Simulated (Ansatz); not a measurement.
**Sc (model cell, started as body-centred cubic): following an unstable mode**

Wanted: the energy along a soft mode of Sc (model cell, started as body-centred cubic) and the structure at the end.

Main program and level: Ansatz 0.2.0; DFT PBEsol, scalar-relativistic, plane waves, PAW; PAW set soft_1.

This is not the structure that Sc takes at ambient pressure and room temperature (hexagonal, No. 194); it is a model or a phase of other conditions.

### 1. The starting structure

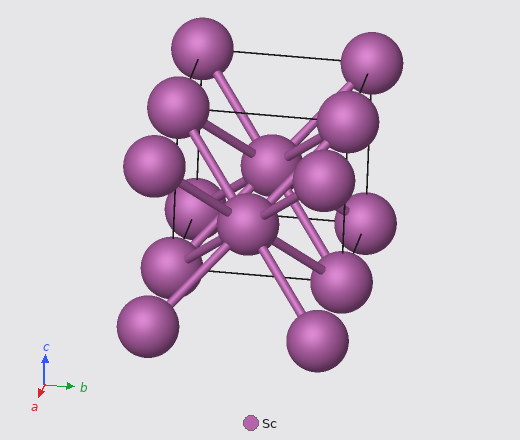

Start, viewed slightly off an axis; scandium purple. 2×1×1 cells are drawn. This picture shows the conventional cell, with its axes. Some periodic images of atoms are drawn too.

### 2. The dispersion

The cell comes from relaxations at this level that are not shown. Stability and thermal properties need the whole zone. Linear response on a 4×4×4 q mesh gives force constants as far as a supercell of that size would.

The input, input.yaml:

```yaml
crystal:
  lattice:
    - [-1.8132278844, 1.8132278844, 1.8132278844]
    - [1.8132278844, -1.8132278844, 1.8132278844]
    - [1.8132278844, 1.8132278844, -1.8132278844]
  atoms:
    - { symbol: Sc, position: [0.0, 0.0, 0.0] }
kpoints:
  mp_grid: { grid: [16, 16, 16] }
hamiltonian:
  xc: pbesol
  pseudopotentials: { kind: paw, azcp: { folder: soft_1 }, xc_functional: pbe }
scf:
  occupations: { method: methfessel_paxton, width: 0.2 }
output:
  eigenvalues: true
phonons:
  method: dfpt
  qmesh: [4, 4, 4]
  temperatures: { t_max: 1000, t_step: 50 }
  qpath:
    path:
      - [[0.0, 0.0, 0.0], [0.5, -0.5, 0.5], [0.0, 0.0, 0.5], [0.0, 0.0, 0.0], [0.25, 0.25, 0.25], [0.5, -0.5, 0.5]]
      - [[0.25, 0.25, 0.25], [0.0, 0.0, 0.5]]
    npoints: 10
```

Run with:

```sh
$ ansatz run input.yaml --threads 8 --pin off --max-ram 16384MiB --backend cpu --events-out ev --progress --plain --runs-dir out
```

Numbers of over 12 decimals in the logs are rounded to 6 here.

What it wrote:

```text
Engine: ansatz 0.2.0, aarch64-unknown-linux-gnu
Pseudopotentials: kind: paw
Pseudopotential: Sc, paw, valence charge 11, recommended cutoff 420 eV (normal), soft_1/Sc.paw.azcp
Functional definition: PBEsol
  exchange = pbesol_x
  correlation = pbesol_c
Crystal: 1 atoms, lattice volume = 23.846 Å³
Basis set: ecut = 420 eV, 459 PW (Γ), exchange–correlation on 48×48×48 points (8 copies of the dense FFT grid, shifted against one another)
Bands: 10, of which v1, the nominal top of the filled ones, is band 6 counted from 1 (5 counted from 0)
Symmetry: 48 space group operations
k-points: 145 of 4096
Non-local potential: Sc, projectors of the file, l = 0: 3, l = 1: 2, l = 2: 3, l = 3: 1
PAW form: soft (Blöchl's): semilocal exchange-correlation on the pseudo side does not see the compensation charge
PAW frozen core: Sc, regenerated for the run's functional, and the local potential with it (the file was generated under x = pbe(κ = 0.804, μ = 0.219515), c = pbe(β = 0.066725))
PAW one-centre angular grid: Sc, 590 points (default); XC on 64 Gauss nodes
Initial density: superposition of atomic densities (chi_scale 0.1, normalization cell)
Initial wavefunctions: pseudopotential atomic-orbital guess
Functional: x = pbesol(κ = 0.804, μ = 0.123457), c = pbesol(β = 0.046)
SCF iter   1: F=—  HF=-2111.346096 eV  |F-HF|=—  |Δ(HF+E_count)|=         —  Δρ=2.91e-2  dr2=2.59e-1  ethr=3.10e-3  ⟨swp⟩=4.1  Hψ=6962  notcnv=0
preconditioner: auto → none  [metal: Δε(μ)=0.016 eV  Ē_g=4.239 eV  σ=0.200 eV  W_gap=0.07  n_scr=0 (ndim 8)  ℏωp=13.2 eV  f_vac=0.000  D(μ)=2.44/eV (n_scr^D=42)]
SCF iter   2: F=—  HF=-2111.262316 eV  |F-HF|=—  |Δ(HF+E_count)|=   8.38e-2  S|Δr|=    0.00e0  Δρ=7.96e-3  dr2=8.13e-3  ethr=2.35e-3  ⟨swp⟩=2.9  Hψ=3747  notcnv=0  defer=19
SCF iter   3: F=—  HF=-2111.260035 eV  |F-HF|=—  |Δ(HF+E_count)|=   2.28e-3  S|Δr|=    0.00e0  Δρ=3.36e-3  dr2=1.84e-3  ethr=7.40e-5  ⟨swp⟩=2.6  Hψ=2249  notcnv=0  defer=19
SCF iter   4: F=—  HF=-2111.259840 eV  |F-HF|=—  |Δ(HF+E_count)|=   1.95e-4  S|Δr|=    0.00e0  Δρ=1.44e-3  dr2=3.24e-4  ethr=1.67e-5  ⟨swp⟩=1.0  Hψ=1431  notcnv=0  defer=19
SCF iter   5: F=—  HF=-2111.259789 eV  |F-HF|=—  |Δ(HF+E_count)|=   5.12e-5  S|Δr|=    0.00e0  Δρ=3.11e-4  dr2=1.43e-5  ethr=2.95e-6  ⟨swp⟩=1.1  Hψ=1481  notcnv=0  defer=19
SCF iter   6: F=—  HF=-2111.259787 eV  |F-HF|=—  |Δ(HF+E_count)|=   2.12e-6  S|Δr|=    0.00e0  Δρ=3.52e-5  dr2=1.72e-7  ethr=1.30e-7  ⟨swp⟩=1.6  Hψ=1736  notcnv=0  defer=19
SCF iter   7: F=—  HF=-2111.259789 eV  |F-HF|=—  |Δ(HF+E_count)|=   2.59e-6  S|Δr|=    0.00e0  Δρ=2.17e-6  dr2=6.46e-10  ethr=1.56e-9  ⟨swp⟩=2.0  Hψ=2126  notcnv=0  defer=19
SCF iter   8: F=-2111.259789 eV  HF=-2111.259789 eV  |F-HF|=9.09e-13  |Δ(HF+E_count)|=  1.06e-10  S|Δr|=    0.00e0  Δρ=6.75e-8  dr2=7.12e-13  ethr=1.00e-12  ⟨swp⟩=3.5  Hψ=5982  notcnv=0
SCF 1 converged in 8 iterations: F = -2111.259789 eV  dr2 = 7.12e-13
  greatest PAW one-centre occupation: 0.998 electrons in one spin orbital (limit 2), on the Sc atom at site 0 (counted from 0), in its partial waves of l = 0
NSCF: frozen V_eff on 145 k-points
NSCF: frozen V_eff on 349 k-points
DFPT response loops at q = (0, 0, 0) (fractional): preconditioner auto → Kerker (q_TF=auto, 2.398 Å⁻¹) (partly filled bands, converged f_vac=0.000); β = 1.00, the filter's whole step (`scf.mixing.beta` (0.50) is not read by the response loops under this deck's `scf.mixing.preconditioner`; to damp them name `kerker` or `kerker_dos`, under which they read `scf.mixing.beta`, and type it under 1.00, their step now; both keys bind the ground state too); Broyden in place of MSR1
NSCF: frozen V_eff on 4352 k-points
DFPT response loops at q = (0, 0, 0.25) (fractional): mixed as the last ones told, above
NSCF: frozen V_eff on 2196 k-points
DFPT response loops at q = (0, 0, -0.5) (fractional): mixed as the last ones told, above
NSCF: frozen V_eff on 8192 k-points
DFPT response loops at q = (0, 0.25, 0.25) (fractional): mixed as the last ones told, above
NSCF: frozen V_eff on 1178 k-points
DFPT response loops at q = (0.25, 0.25, 0.25) (fractional): mixed as the last ones told, above
NSCF: frozen V_eff on 2320 k-points
DFPT response loops at q = (0.25, 0.25, -0.25) (fractional): mixed as the last ones told, above
NSCF: frozen V_eff on 4352 k-points
DFPT response loops at q = (0.25, -0.5, -0.5) (fractional): mixed as the last ones told, above
NSCF: frozen V_eff on 698 k-points
DFPT response loops at q = (-0.5, -0.5, -0.5) (fractional): mixed as the last ones told, above
SCF converged after 8 iterations
Stability not checked: this state was not tested for a lower state beside it, because cold or Methfessel-Paxton smearing, or corrected tetrahedra, fill the levels in a way that the test cannot read (fill_not_monotonic; see scf.lower_state_search)
Free energy (F): -2111.259789 eV
Harris-Foulkes:  -2111.259789 eV  (|F-HF|=9.09e-13)
Internal energy: -2111.258022 eV  (E = F + TS)
E sigma→0 (E₀):  -2111.259348 eV
Entropy (-TS):   -0.001767 eV (-1.767 meV/atom)
Fermi energy:    9.515408 eV
--- Per-component energies (eV) ---
  E_band       = -165.779950
  E_kinetic    = 206.380007
  E_local      = -833.146576  (includes V_loc(G=0)·N_el)
  E_nonlocal   = 144.425195
  E_hartree    = 296.847029
  E_xc         = -84.437507
  E_vxc        = -104.214826  (∫ρ·V_xc dr)
  E_paw        = -967.207120  (= ΣΔE_a)
  E_vpaw       = -172.917852  (= ΣTr[D̂ρ^β])
  E_aug_tail   = 0.000041  (compensation charges beyond the density's cutoff)
  E_ewald      = -874.248116
  E_core_change = 0.129025  (= ΣΔE_core)
  E_smearing   = -0.001767  (= −TS)
  E_closure    = 0.000000  (closes the sum)
  Σ components = -2111.259789   (vs F -2111.259789, Δ=0.00e0)
--- Band table (eV; the first three rows and the last of 145) ---
  k-point 0: bands = ["-39.7836", "-18.2531", "-18.2531", "-18.2531", "4.2090", "10.9937", "10.9937", "10.9937", "12.4911", "12.4911"]
  k-point 1: bands = ["-39.7808", "-18.2709", "-18.2587", "-18.2532", "4.3167", "10.9385", "10.9735", "11.0746", "12.4248", "12.4939"]
  k-point 2: bands = ["-39.7727", "-18.3210", "-18.2744", "-18.2534", "4.6325", "10.7859", "10.8830", "11.3124", "12.2881", "12.5052"]
  k-point 144: bands = ["-39.6556", "-18.5646", "-18.5646", "-18.5646", "8.2232", "8.2232", "13.5407", "13.5407", "13.5407", "15.8573"]
--- Phonons (Γ-DFPT): 1 representative perturbation + reference (Σ response iterations 3) ---
  ASR residual: 9.252e-6 → 0.000e0 eV/Å²; symmetrization residual: 6.821e-13 eV/Å²
  ASR residual per site (eV/Å²): 9.25e-6
  Γ frequencies (cm⁻¹): 0.00 0.00 0.00
--- Phonons (arbitrary-q DFPT): 8 irreducible q on the 4×4×4 mesh ---
  q = [0.0000, 0.0000, 0.0000] (star 1, of the zone-centre solve; hermiticity 1.37e-8, symmetrization 7.37e-8): 0.00 0.00 0.00
  q = [0.0000, 0.0000, 0.2500] (star 12, 2 solved perturbations in 3336 linear systems a pass and spin channel, the states on 2176 of 4096 k-point pairs; hermiticity 2.60e-13, symmetrization 5.47e-13): -54.93 84.16 140.14
  q = [0.0000, 0.0000, -0.5000] (star 6, 2 solved perturbations in 1719 linear systems a pass and spin channel, the states on 1098 of 4096 k-point pairs; hermiticity 1.19e-13, symmetrization 1.58e-13): -96.88 134.88 190.85
  q = [0.0000, 0.2500, 0.2500] (star 24, 2 solved perturbations in 6272 linear systems a pass and spin channel, the states on 4096 of 4096 k-point pairs; hermiticity 1.65e-7, symmetrization 9.94e-14): -63.27 149.18 188.77
  q = [0.2500, 0.2500, 0.2500] (star 2, 1 solved perturbation on 589 of 4096 k-point pairs; hermiticity 9.87e-14, symmetrization 5.40e-13): 158.37 158.37 158.37
  q = [0.2500, 0.2500, -0.2500] (star 6, 2 solved perturbations in 1808 linear systems a pass and spin channel, the states on 1160 of 4096 k-point pairs; hermiticity 2.92e-13, symmetrization 3.41e-13): 69.81 128.75 128.75
  q = [0.2500, -0.5000, -0.5000] (star 12, 2 solved perturbations in 3336 linear systems a pass and spin channel, the states on 2176 of 4096 k-point pairs; hermiticity 2.05e-13, symmetrization 4.62e-13): 98.29 178.96 208.27
  q = [-0.5000, -0.5000, -0.5000] (star 1, 1 solved perturbation on 349 of 4096 k-point pairs; hermiticity 3.19e-14, symmetrization 4.16e-13): 222.79 222.79 222.79
  sum rule: each row above includes the acoustic sum rule's correction from the zone centre's row sums; it moved no ω² by more than (0.24 cm⁻¹)²
  mesh force constants: q→R imaginary residual 0.00e0; ASR residual 9.252e-6 → 0.000e0 eV/Å²; symmetrization residual 2.220e-15 eV/Å²
  interpolated dispersion: 62 rows × 3 modes
  density of states and harmonic sums: on the 24×24×24 q-mesh, interpolated from the force constants of a 4×4×4 supercell (no non-analytic term)
  largest difference from the sums on the solved wave vectors: F 2.75e-2 eV, S 3.25e-5 and C_V 7.84e-6 eV/K
  zero-point energy: 0.021216 eV/cell   skipped modes (ω ≤ 0): 243, of them read as no rigid motion or as one in doubt: 240 (6.448e-1 modes/cell left out, lowest -96.88 cm⁻¹)   left out of the sums: 2.15e-1 of the cell's modes: C_V's classical limit lies that fraction below 3 k_B per atom; for a crystal, a wire or a layer, F and S can be off by more, and a phonons.interpolated_qmesh denser along its periods is the remedy for the sampling
```

It took 49 s on 8 threads of Arm Neoverse V2, shared host; peak memory 2.4 GiB; 5.8 min of CPU time.

In the SCF lines HF is the Harris–Foulkes energy and dr2 the Hartree energy of the density residual, in eV; the loop may stop once dr2 is under the threshold and the program's other checks hold. Hψ counts applications of the Hamiltonian.

Numbers from this step:

- volume per atom: 23.85 Å³
- gap on the k-mesh: 0 eV
- sum-rule residual before enforcement: 9.25e-6 eV/Å²
- lowest frequency on the path: -96.88 cm⁻¹
- highest frequency on the path or at a solved wavevector: 222.8 cm⁻¹
- lowest mode on the q mesh (acoustic modes at Γ apart): -96.88 cm⁻¹

Frequencies (cm⁻¹) solved at each irreducible wavevector; negative means imaginary. Frequencies by wavevector, by row:

```
q in reciprocal lattice units  star  mode 1  mode 2  mode 3
                        0 0 0     1       0       0       0
                     0 0 0.25    12   -54.9    84.2   140.1
                     0 0 -0.5     6   -96.9   134.9   190.8
                  0 0.25 0.25    24   -63.3   149.2   188.8
               0.25 0.25 0.25     2   158.4   158.4   158.4
              0.25 0.25 -0.25     6    69.8   128.8   128.8
               0.25 -0.5 -0.5    12    98.3     179   208.3
               -0.5 -0.5 -0.5     1   222.8   222.8   222.8
```

Interpolated from a 4×4×4 q mesh. Phonon branches along the path, in cm⁻¹:

```csv
point,branch 1,branch 2,branch 3
Γ,0,0,0
H,223,223,223
N,-97,135,191
Γ,0,0,0
P,158,158,158
H,223,223,223
jump to P,158,158,158
N,-97,135,191
```

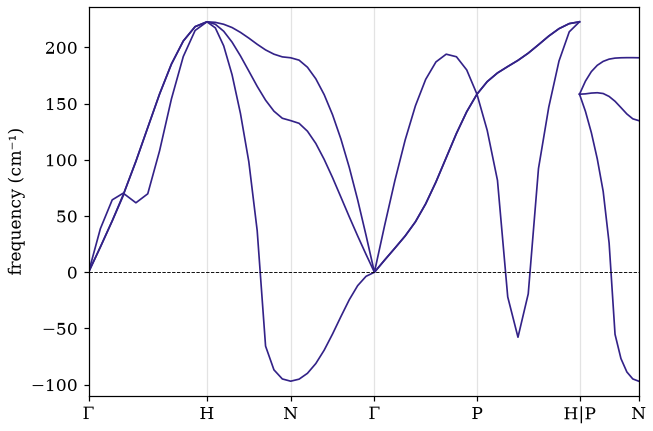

Phonon branches along the path.

Symmetry leaves 8 wavevectors to solve. The lowest mode among them, the acoustic zeros apart, lies at q = (0, 0, -0.5) and is imaginary, 96.9i cm⁻¹, so the energy falls along it.

### 3. The mode frozen in, largest atomic shift 0 Å

The mode followed lies at q = (0, 0.25, 0.25) with frequency 63.3i cm⁻¹, one of the unstable modes though not the softest. At small amplitude the distorted cell has space group no. 11 by a symmetry search on the positions. The undistorted cell that holds it gives the zero of energy on the same k mesh.

System of this step: Sc (model cell, started as body-centred cubic). Symmetry: Im-3m, No. 229, cubic system. The conventional cell has a = 3.626 Å, b = 3.626 Å, c = 3.626 Å, α = 90.00°, β = 90.00°, γ = 90.00°. Nearest to Sc lie 8 Sc at 3.14 Å.

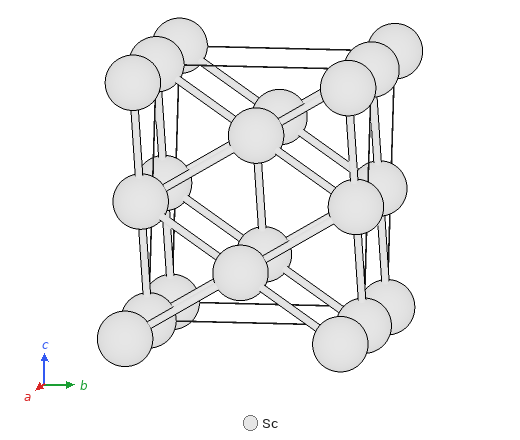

The cell of this step (scandium white). 2×1×1 cells are drawn. Some periodic images of atoms are drawn too.

input.yaml, the sections that differ from step 2:

```yaml
crystal:
  lattice:
    - [-1.8132278844, 1.8132278844, 1.8132278844]
    - [0.0, -3.6264557688, 3.6264557688]
    - [5.4396836532, 1.8132278844, 1.8132278844]
  atoms:
    - { symbol: Sc, position: [0.0, 0.0, 0.0] }
    - { symbol: Sc, position: [0.75, 0.5, 0.25] }
    - { symbol: Sc, position: [0.5, 0.0, 0.5] }
    - { symbol: Sc, position: [0.25, 0.5, 0.75] }
kpoints:
  mp_grid: { grid: [14, 8, 8] }
output:
  forces: true
  stress: true
  eigenvalues: true
# hamiltonian, scf: as in step 2
# phonons: removed
```

What it wrote:

```text
[...]
Crystal: 4 atoms, lattice volume = 95.384 Å³
Basis set: ecut = 420 eV, 1871 PW (Γ), exchange–correlation on 48×72×90 points (8 copies of the dense FFT grid, shifted against one another)
Bands: 27, of which v1, the nominal top of the filled ones, is band 22 counted from 1 (21 counted from 0)
Symmetry: 16 space group operations
[...]
k-points: 290 of 896
[...]
k-point 0: bands = [... 18 lower, 7.9906, 7.9906, 9.4084, 9.4084, 9.7685, 9.8659, 9.8659, 10.0333, ... 6 higher]
  k-point 1: bands = [... 18 lower, 7.7425, 8.5237, 9.2834, 9.6133, 9.6971, 9.7675, 9.9645, 9.9948, ... 6 higher]
  k-point 2: bands = [... 18 lower, 7.9491, 8.9433, 9.2447, 9.4404, 9.7498, 9.7944, 9.8824, 10.1347, ... 6 higher]
  k-point 289: bands = [... 18 lower, 8.5633, 8.5633, 8.8967, 8.8967, 9.7685, 9.7685, 10.0333, 10.0333, ... 6 higher]
[key lines of the parts left out:]
SCF converged after 7 iterations
Free energy (F): -8445.039589 eV
Fermi energy:    9.515731 eV
P = ⅓ Tr σ = -0.0000 GPa (-0.000 kbar)
```

The job ended after 5.9 s (8 threads; peak memory 0.97 GiB; 45 s of CPU time).

Numbers from this step:

```
pressure                         : -1.80e-5 GPa
energy from the undistorted cell : 0 meV/atom
```

The run ends at a pressure of 0.00 GPa.

### 4. The mode frozen in, largest atomic shift 0.14 Å

The atoms are moved along the unstable eigenvector, the largest shift by 0.14 Å, with the cell fixed.

input.yaml, the sections that differ from step 3:

```yaml
crystal:
  lattice:
    - [-1.8132278844, 1.8132278844, 1.8132278844]
    - [0.0, -3.6264557688, 3.6264557688]
    - [5.4396836532, 1.8132278844, 1.8132278844]
  atoms:
    - { symbol: Sc, position: [0.0410520842, 0.0, -0.0060790596] }
    - { symbol: Sc, position: [0.7089479158, 0.5, 0.2560790596] }
    - { symbol: Sc, position: [0.4589479158, 0.0, 0.5060790596] }
    - { symbol: Sc, position: [0.2910520842, 0.5, 0.7439209404] }
# kpoints, hamiltonian, scf, output: as in step 3
```

What it wrote:

```text
[...]
Crystal: 4 atoms, lattice volume = 95.384 Å³
Basis set: ecut = 420 eV, 1871 PW (Γ), exchange–correlation on 48×72×90 points (8 copies of the dense FFT grid, shifted against one another)
Bands: 27, of which v1, the nominal top of the filled ones, is band 22 counted from 1 (21 counted from 0)
Symmetry: 4 space group operations
[...]
k-points: 290 of 896
[...]
k-point 0: bands = [... 18 lower, 7.9982, 8.0056, 9.4068, 9.4098, 9.8154, 9.8219, 9.9283, 10.0382, ... 1 higher]
  k-point 1: bands = [... 18 lower, 7.7557, 8.5268, 9.2850, 9.6114, 9.6654, 9.8637, 9.9700, 9.9924, ... 1 higher]
  k-point 2: bands = [... 18 lower, 7.9627, 8.9106, 9.2475, 9.4386, 9.7969, 9.8169, 9.8840, 10.1333, ... 1 higher]
  k-point 289: bands = [... 18 lower, 8.5941, 8.5941, 8.8799, 8.8799, 9.7969, 9.7969, 9.9806, 9.9806, ... 1 higher]
[key lines of the parts left out:]
SCF converged after 8 iterations
Free energy (F): -8445.052791 eV
Fermi energy:    9.482929 eV
P = ⅓ Tr σ = -0.1423 GPa (-1.423 kbar)
```

Wall time 5.2 s (8 threads); peak memory 0.85 GiB.

Numbers from this step:

| Quantity | Value |
| --- | --- |
| pressure | -0.1423 GPa |
| energy from the undistorted cell | -2.809 meV/atom |

The energy, extrapolated to zero smearing, is -2.81 meV/atom against the undistorted cell.

The run ends at a pressure of -0.14 GPa, with forces up to 0.17 eV/Å.

### 5. Energy along the mode, all amplitudes (two of the runs are shown above)

An imaginary frequency means negative curvature, so the energy should fall and then rise again as anharmonic terms take over.

This step gave:

```yaml
depth_at_the_lowest_point_sampled: 2.809 meV/atom
largest_atomic_shift_at_that_point: 0.14 Å
```

The energy from the parent by largest atomic shift:

| largest atomic shift (Å) | energy from the parent (meV/atom) |
| --- | --- |
| 0.000 | 0 |
| 0.040 | -0.456 |
| 0.080 | -1.51 |
| 0.140 | -2.81 |
| 0.220 | -0.557 |
| 0.320 | 15.7 |

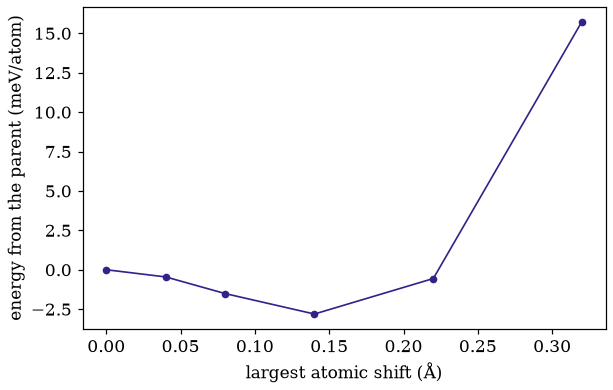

Energy from the parent, plotted against largest atomic shift.

Displacement at unit largest shift by atom:

| atom | x (Å) | y (Å) | z (Å) | size |
| --- | --- | --- | --- | --- |
| Sc1 | -0.77 | 0.45 | 0.45 | 1.00 |
| Sc2 | 0.77 | -0.45 | -0.45 | 1.00 |
| Sc3 | 0.77 | -0.45 | -0.45 | 1.00 |
| Sc4 | -0.77 | 0.45 | 0.45 | 1.00 |

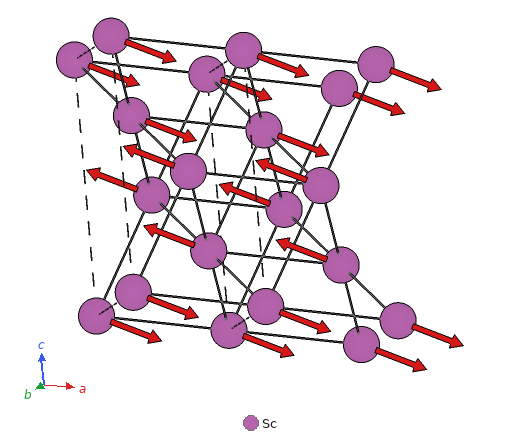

Displacement at unit largest shift as arrows, the longest 1.00 Å. 2×1×1 cells are drawn. Some periodic images of atoms are drawn too.

The lowest of the steps tried is at 0.14 Å, 2.81 meV/atom below the parent; the bottom of the well need not coincide with a step.

[end of part 1 of 3]

[Logs are printed without paths, hosts, clocks, repeated set-up lines and the standing remarks that a program may print on its own settings, such as how far it seeks lower states.]

[Hosts, paths, dates, database ids (printed as entryN), source tags and the programs' standing remarks are cut or masked in the printed files.]
